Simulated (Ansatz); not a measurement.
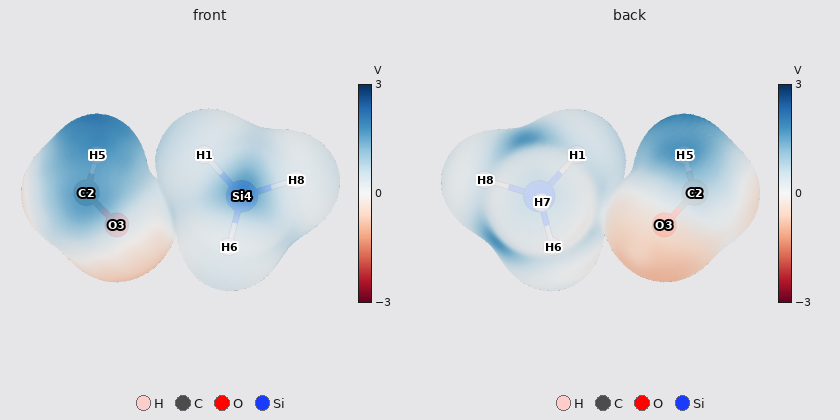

Figure. SiH₄···CHO (doublet). The molecular electrostatic potential painted on the density surface at 0.004 e/bohr³, seen from the front and from behind; red is negative and blue positive.

The product side of a reaction path; geometry: PBE0-D4/def2-TZVP.

Computed with UKS PBE0-D4/def2-TZVPP (Ansatz).

Input file:

```
crystal:
  periodic: [false, false, false]
  atoms:
    - {symbol: H, position_ang: [-0.857469, -0.714019, 0.481844]}
    - {symbol: C, position_ang: [1.173891, -1.161285, -2.022869]}
    - {symbol: O, position_ang: [1.372954, -0.103774, -1.565950]}
    - {symbol: Si, position_ang: [-0.584588, 0.635179, 1.043288]}
    - {symbol: H, position_ang: [0.405448, -1.889447, -1.646098]}
    - {symbol: H, position_ang: [0.820010, 0.703779, 1.514542]}
    - {symbol: H, position_ang: [-0.829140, 1.665465, 0.004849]}
    - {symbol: H, position_ang: [-1.501105, 0.864102, 2.190394]}
basis:
  gaussian: {orbitals: def2-TZVPP}
magnetization: {spin_polarized: true, initial_magnetization: 1}
hamiltonian: {xc: pbe0, dispersion: d4}
output: {orbitals: {seedname: orbitals}}
```

Command:

```sh
ansatz run in.yaml --threads 4 --pin off --events-out ev --progress --plain --max-ram 9574MiB
```

**Which sites attract a positive test charge, and which a negative one?**

A positive charge is drawn to the negative regions and a negative charge to the positive ones. The most negative region (about −0.9 V) lies over O3, the most positive (about +2.0 V) over H5.
